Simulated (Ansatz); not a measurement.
## Amorphous Si0.4Ge0.6 (101 atoms): geometry optimisation

Wanted: the relaxed structure of amorphous Si0.4Ge0.6 (101 atoms) and its electronic structure.

Calculated with Ansatz 0.2.0; Kohn-Sham DFT, RPBE, PAW (set soft_2), plane waves.

## 1. Starting point

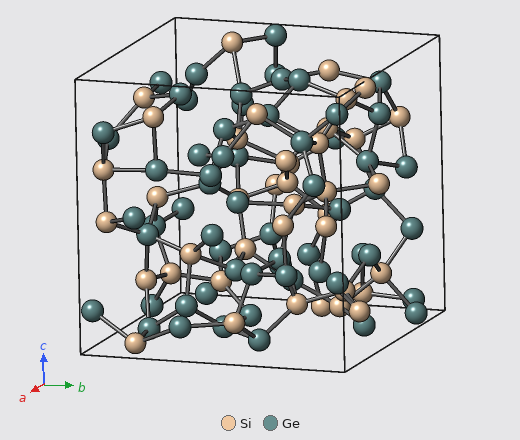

Start, viewed slightly off an axis; silicon light orange, germanium teal. Bonds to atoms that aren't drawn are left out. Some periodic images of atoms are drawn too.

The cell holds 101 atoms: 40 Si and 61 Ge. Cell: a = 13.082 Å, b = 13.082 Å, c = 13.082 Å, α = 90.0°, β = 90.0°, γ = 90.0°. 101 atoms (40 Si, 61 Ge) placed at random at 4.12 g/cm³, melted at 3500 K for 10 ps at fixed volume with the Tersoff potential (Tersoff, Phys. Rev. B 39, 5566 (1989)). Quenched from 3500 K to 100 K at 500 K/ps and fixed volume, held 5 ps.

Before any run, some limits are plain. The quench rate of 500 K/ps is many orders above laboratory rates, so the cell is likely richer in defects and strain than a real sample. The network of bonds at the start is that of the classical potential that made the cell. Sampling is at Γ alone, for a cell whose shortest periodic width is 13 Å.

## 2. Single point at the start

A single point comes first, to see the forces before anything moves.

The input, input.yaml:

```yaml
crystal:
  lattice:
    - [13.0823, 0.0, 0.0]
    - [0.0, 13.0823, 0.0]
    - [0.0, 0.0, 13.0823]
  atoms:
    - { symbol: Si, position: [0.55419, 0.13187, 0.48154] }
    - { symbol: Si, position: [0.66165, 0.12431, 0.20405] }
    - { symbol: Si, position: [0.58998, 0.86942, 0.89256] }
    - { symbol: Si, position: [0.9833, 0.77102, 0.51522] }
    - { symbol: Si, position: [0.2798, 0.67269, 0.39301] }
    - { symbol: Si, position: [0.92325, 0.55565, 0.13354] }
    - { symbol: Si, position: [0.66713, 0.81494, 0.56981] }
    - { symbol: Si, position: [0.15762, 0.90332, 0.73263] }
    - { symbol: Si, position: [0.8166, 0.87016, 0.48079] }
    - { symbol: Si, position: [0.58345, 0.66083, 0.49385] }
    - { symbol: Si, position: [0.36814, 0.7429, 0.08149] }
    - { symbol: Si, position: [0.96956, 0.19664, 0.04762] }
    - { symbol: Si, position: [0.47987, 0.14797, 0.18819] }
    - { symbol: Si, position: [0.14255, 0.4747, 0.53124] }
    - { symbol: Si, position: [0.74342, 0.96217, 0.1613] }
    - { symbol: Si, position: [0.51641, 0.42454, 0.70314] }
    - { symbol: Si, position: [0.44845, 0.4206, 0.28693] }
    - { symbol: Si, position: [0.26618, 0.86327, 0.18669] }
    - { symbol: Si, position: [0.75411, 0.33042, 0.33212] }
    - { symbol: Si, position: [0.59281, 0.84857, 0.19558] }
    - { symbol: Si, position: [0.19663, 0.74655, 0.65205] }
    - { symbol: Si, position: [0.02092, 0.69646, 0.04945] }
    - { symbol: Si, position: [0.39175, 0.30493, 0.15067] }
    - { symbol: Si, position: [0.70213, 0.80261, 0.75297] }
    - { symbol: Si, position: [0.31727, 0.53449, 0.50741] }
    - { symbol: Si, position: [0.6369, 0.12052, 0.86059] }
    - { symbol: Si, position: [0.36, 0.70683, 0.72492] }
    - { symbol: Si, position: [0.29366, 0.6918, 0.91851] }
    - { symbol: Si, position: [0.86586, 0.04969, 0.64515] }
    - { symbol: Si, position: [0.56695, 0.97754, 0.58628] }
    - { symbol: Si, position: [0.90663, 0.65084, 0.89526] }
    - { symbol: Si, position: [0.0266, 0.3792, 0.42276] }
    - { symbol: Si, position: [0.28576, 0.32406, 0.99456] }
    - { symbol: Si, position: [0.45736, 0.58417, 0.62] }
    - { symbol: Si, position: [0.38619, 0.37445, 0.4519] }
    - { symbol: Si, position: [0.91714, 0.26182, 0.86162] }
    - { symbol: Si, position: [0.7274, 0.99481, 0.97242] }
    - { symbol: Si, position: [0.60528, 0.67274, 0.13891] }
    - { symbol: Si, position: [0.1764, 0.60109, 0.0308] }
    - { symbol: Si, position: [0.86675, 0.0577, 0.4554] }
    - { symbol: Ge, position: [0.42985, 0.5883, 0.18107] }
    - { symbol: Ge, position: [0.67825, 0.63764, 0.316] }
    - { symbol: Ge, position: [0.24384, 0.31832, 0.572] }
    - { symbol: Ge, position: [0.0486, 0.3957, 0.82802] }
    - { symbol: Ge, position: [0.44723, 0.11311, 0.8724] }
    - { symbol: Ge, position: [0.42713, 0.56476, 0.90854] }
    - { symbol: Ge, position: [0.2188, 0.97477, 0.0382] }
    - { symbol: Ge, position: [0.68857, 0.44298, 0.77704] }
    - { symbol: Ge, position: [0.12256, 0.39301, 0.26726] }
    - { symbol: Ge, position: [0.8561, 0.4528, 0.43094] }
    - { symbol: Ge, position: [0.17158, 0.81029, 0.47002] }
    - { symbol: Ge, position: [0.67395, 0.42043, 0.05537] }
    - { symbol: Ge, position: [0.82102, 0.43786, 0.63903] }
    - { symbol: Ge, position: [0.22203, 0.33514, 0.75578] }
    - { symbol: Ge, position: [0.16678, 0.94533, 0.33236] }
    - { symbol: Ge, position: [0.96109, 0.77048, 0.32794] }
    - { symbol: Ge, position: [0.11783, 0.73793, 0.21367] }
    - { symbol: Ge, position: [0.5707, 0.6848, 0.94566] }
    - { symbol: Ge, position: [0.88194, 0.80994, 0.79806] }
    - { symbol: Ge, position: [0.63083, 0.45287, 0.25353] }
    - { symbol: Ge, position: [0.76959, 0.82422, 0.30275] }
    - { symbol: Ge, position: [0.97626, 0.96957, 0.31724] }
    - { symbol: Ge, position: [0.40791, 0.04729, 0.04872] }
    - { symbol: Ge, position: [0.48372, 0.44798, 0.05562] }
    - { symbol: Ge, position: [0.41055, 0.8756, 0.6266] }
    - { symbol: Ge, position: [0.53812, 0.32534, 0.54008] }
    - { symbol: Ge, position: [0.2469, 0.95927, 0.57409] }
    - { symbol: Ge, position: [0.38746, 0.39343, 0.83484] }
    - { symbol: Ge, position: [0.17112, 0.1457, 0.54817] }
    - { symbol: Ge, position: [0.69695, 0.00445, 0.71796] }
    - { symbol: Ge, position: [0.99961, 0.37918, 0.1255] }
    - { symbol: Ge, position: [0.99578, 0.21119, 0.50918] }
    - { symbol: Ge, position: [0.71446, 0.15382, 0.38218] }
    - { symbol: Ge, position: [0.42977, 0.77349, 0.44968] }
    - { symbol: Ge, position: [0.43247, 0.0717, 0.34604] }
    - { symbol: Ge, position: [0.25037, 0.11105, 0.3692] }
    - { symbol: Ge, position: [0.77284, 0.17433, 0.05524] }
    - { symbol: Ge, position: [0.26193, 0.17688, 0.86498] }
    [... 17 atom lines left out ...]
    - { symbol: Ge, position: [0.86648, 0.60331, 0.302] }
    - { symbol: Ge, position: [0.76432, 0.58761, 0.0381] }
    - { symbol: Ge, position: [0.2255, 0.24, 0.21903] }
    - { symbol: Ge, position: [0.26977, 0.87541, 0.88278] }
    - { symbol: Ge, position: [0.44167, 0.88861, 0.29307] }
    - { symbol: Ge, position: [0.06201, 0.62086, 0.61596] }
kpoints:
  mp_grid: { grid: [1, 1, 1] }
hamiltonian:
  xc: rpbe
scf:
  occupations: { method: fermi_dirac, width: 0.05 }
output:
  forces: true
  stress: true
  populations: true
  dos:
    method: { smearing: { sigma: 0.08 } }
    de: 0.1
    projected: { site_lists: { Ge: [Ge], Si: [Si] } }
  eigenvalues: true
```

Run with:

```
$ ansatz run input.yaml --threads 4 --pin off --max-ram 8192MiB --backend cpu --events-out ev --progress --plain --runs-dir out
```

Numbers of over 12 decimals in the logs are rounded to 6 here.

The log of the run:

```text
Engine: ansatz 0.2.0, aarch64-unknown-linux-gnu
Pseudopotentials: kind: paw
Pseudopotential: Si, paw, valence charge 4, recommended cutoff 420 eV (normal), Si.paw.azcp
Pseudopotential: Ge, paw, valence charge 14, recommended cutoff 420 eV (normal), Ge.paw.azcp
[... 5 lines on functional and potentials left out ...]
Crystal: 101 atoms, lattice volume = 2238.991 Å³
Basis set: ecut = 420 eV, 43723 PW (Γ), exchange–correlation on 180×180×180 points (8 copies of the dense FFT grid, shifted against one another)
Bands: 609, of which v1, the nominal top of the filled ones, is band 507 counted from 1 (506 counted from 0)
Symmetry: 1 space group operations
Space group: P1 (ITA 1), of the structure as read, at distance tolerance 1.3e-4 Å
k-points: 1
[... 7 lines on functional and potentials left out ...]
Initial density: superposition of atomic densities (neutral atoms: chi_scale 0, normalization atom), corrected by the library's trained network
Initial wavefunctions: pseudopotential atomic-orbital guess
Functional: x = rpbe, c = pbe(β = 0.066725)
SCF iter   1: F=—  HF=-287864.469483 eV  |F-HF|=—  |Δ(HF+E_count)|=         —  Δρ=4.06e-3  dr2=6.60e-1  ethr=1.77e-3  ⟨swp⟩=6.0  Hψ=2284  notcnv=0  defer=3
preconditioner: auto → LDOS  [metal: Δε(μ)=0.039 eV  Ē_g=19.159 eV  σ=0.050 eV  W_gap=0.19  n_scr=484 (ndim 8)  ℏωp=25.0 eV  f_vac=0.044  D(μ)=39.50/eV (n_scr^D=202)  β→1.0]
SCF iter   2: F=—  HF=-287864.426439 eV  |F-HF|=—  |Δ(HF+E_count)|=   4.30e-2  Δρ=2.10e-3  dr2=1.69e-1  ethr=6.51e-5  ⟨swp⟩=2.0  Hψ=1246  notcnv=0  defer=64
SCF iter   3: F=—  HF=-287864.367661 eV  |F-HF|=—  |Δ(HF+E_count)|=   5.88e-2  Δρ=6.97e-4  dr2=1.93e-2  ethr=1.66e-5  ⟨swp⟩=2.0  Hψ=1090  notcnv=0  defer=64
SCF iter   4: F=—  HF=-287864.362444 eV  |F-HF|=—  |Δ(HF+E_count)|=   5.22e-3  Δρ=1.88e-4  dr2=2.20e-3  ethr=1.90e-6  ⟨swp⟩=2.0  Hψ=1054  notcnv=0  defer=64
SCF iter   5: F=—  HF=-287864.362655 eV  |F-HF|=—  |Δ(HF+E_count)|=   2.11e-4  Δρ=6.66e-5  dr2=2.45e-4  ethr=2.17e-7  ⟨swp⟩=2.0  Hψ=739  notcnv=0  defer=64
SCF iter   6: F=—  HF=-287864.362679 eV  |F-HF|=—  |Δ(HF+E_count)|=   2.41e-5  Δρ=1.98e-5  dr2=2.48e-5  ethr=2.42e-8  ⟨swp⟩=2.0  Hψ=999  notcnv=0  defer=64
SCF iter   7: F=—  HF=-287864.362709 eV  |F-HF|=—  |Δ(HF+E_count)|=   2.96e-5  Δρ=8.51e-6  dr2=4.00e-6  ethr=2.45e-9  ⟨swp⟩=2.0  Hψ=895  notcnv=0  defer=64
SCF iter   8: F=—  HF=-287864.362709 eV  |F-HF|=—  |Δ(HF+E_count)|=   8.19e-7  Δρ=3.29e-6  dr2=5.58e-7  ethr=3.94e-10  ⟨swp⟩=2.0  Hψ=1043  notcnv=0  defer=64
SCF iter   9: F=-287864.362710 eV  HF=-287864.362710 eV  |F-HF|=2.53e-8  |Δ(HF+E_count)|=   1.52e-7  Δρ=1.15e-6  dr2=7.29e-8  ethr=9.86e-12  ⟨swp⟩=11.0  Hψ=2624  notcnv=0
SCF 1 converged in 9 iterations: F = -287864.362710 eV  dr2 = 7.29e-8
  greatest PAW one-centre occupation: 0.998 electrons in one spin orbital (limit 2), on the Ge atom at site 88 (counted from 0), in its partial waves of l = 2
SCF converged after 9 iterations
Free energy (F): -287864.362710 eV
Harris-Foulkes:  -287864.362710 eV  (|F-HF|=2.53e-8)
Internal energy: -287864.027821 eV  (E = F + TS)
E sigma→0 (E₀):  -287864.195265 eV
Entropy (-TS):   -0.334888 eV (-3.316 meV/atom)
Fermi energy:    7.495824 eV
--- Per-component energies (eV) ---
  E_band       = -9476.396576
  E_kinetic    = 8308.343482
  E_local      = -177420.139484  (includes V_loc(G=0)·N_el)
  E_nonlocal   = 26424.931998
  E_hartree    = 78938.155821
  E_xc         = -6793.780011
  E_vxc        = -5751.876931  (∫ρ·V_xc dr)
  E_paw        = -144073.919312  (= ΣΔE_a)
  E_vpaw       = -18913.994734  (= ΣTr[D̂ρ^β])
  E_aug_tail   = 0.019477  (compensation charges beyond the density's cutoff)
  E_ewald      = -73235.584170
  E_core_change = -12.055622  (= ΣΔE_core)
  E_smearing   = -0.334888  (= −TS)
  E_closure    = -0.000000  (closes the sum)
  Σ components = -287864.362710   (vs F -287864.362710, Δ=0.00e0)
--- Forces (eV/Å), atoms counted from 1 ---
  atom   1  Si     0.10670040    -0.19681809    -0.00604730
  atom   2  Si     0.30834444    -0.30140224    -0.10417498
  atom   3  Si     0.75050684    -0.19961577    -0.54862387
  atom   4  Si     0.33485314    -0.14105663     0.45503173
  atom   5  Si     0.26442578    -0.21351858     0.12873866
  atom   6  Si     0.38379520     0.36167865    -0.33986674
  atom   7  Si    -0.38591189    -0.22028711    -0.06284020
  atom   8  Si    -0.05409654    -0.11445093     0.30242316
  atom   9  Si    -0.11193053     0.14481263    -0.05156888
  atom  10  Si    -0.07974177     0.66510324     0.29487941
  atom  11  Si    -0.36718938    -0.06581315    -0.03330070
  atom  12  Si     0.12839009    -0.02639183    -0.33808660
  atom  13  Si     0.31298669     0.17265700    -0.52912912
  atom  14  Si     0.07292366    -0.18072238    -0.14914172
[...]
atom 100  Ge    -0.23636763    -0.23366820     0.10150823
  atom 101  Ge    -0.00011061     0.38763515    -0.16464372
  max |Σ_I F_I| component: 4.46e-5 eV/Å
--- Stress (GPa, compression-positive) ---
        1.196963      -0.453306       0.170458
       -0.453306       1.239991       0.140473
        0.170458       0.140473       1.953035
  P = ⅓ Tr σ = 1.4633 GPa (14.633 kbar)
--- Band table (eV) ---
  k-point 0: bands = ["-17.3674", "-17.3534", "-17.3267", "-17.3211", [... 593 levels ...], "11.2655", "11.2807", "11.3300", "11.3492", "11.3908", "11.4152", "11.4286", "11.4339", "11.4770", "11.5174", "11.5680", "11.6032"]
--- Löwdin populations: 101 sites ---
  site symbol       q [e]
     0     Si      3.9328
     1     Si      3.9253
     2     Si      3.9530
[...]
100     Ge     13.9998
  spilling = 0.003648 (of n_electrons = 1014.000000)
```

Elapsed: 72 s, on 4 threads of Arm Neoverse V1, shared host; peak memory 3.5 GiB.

Numbers from this run:

```
free energy                             : -287864.3627 eV
free energy per atom                    : -2850.1422 eV/atom
SCF cycles                              : 9
pressure                                : 1.463 GPa
r.m.s. force component                  : 0.3413 eV/Å
longest force                           : 1.262 eV/Å
Fermi energy                            : 7.496 eV
levels partly filled by over 2 per cent : 8
spilling of the projection              : 0.003648
```

The r.m.s. force component of 0.34 eV/Å and the pressure of 1.5 GPa set the starting point.

Neighbours are counted within 2.93 Å (Ge-Ge), 2.93 Å (Ge-Si), 2.93 Å (Si-Si).

Length of the force by element and coordination:

```tsv
element	coordination	atoms	mean length of the force (eV/Å)	spread	least	most
Ge	all	61	0.533	0.237	0.0747	1.18
Ge	4	42	0.528	0.224	0.0747	1.18
Ge	5	19	0.544	0.264	0.0787	1.12
Si	all	40	0.544	0.260	0.0831	1.26
Si	4	21	0.533	0.259	0.190	1.26
Si	5	19	0.557	0.261	0.0831	0.954
```

(Part 1 of 3 ends here.)

[Logs are printed without paths, hosts, clocks, repeated set-up lines and the standing remarks that a program may print on its own settings, such as how far it seeks lower states.]

[Hosts, paths, dates, database ids (printed as entryN), source tags and the programs' standing remarks are cut or masked in the printed files.]
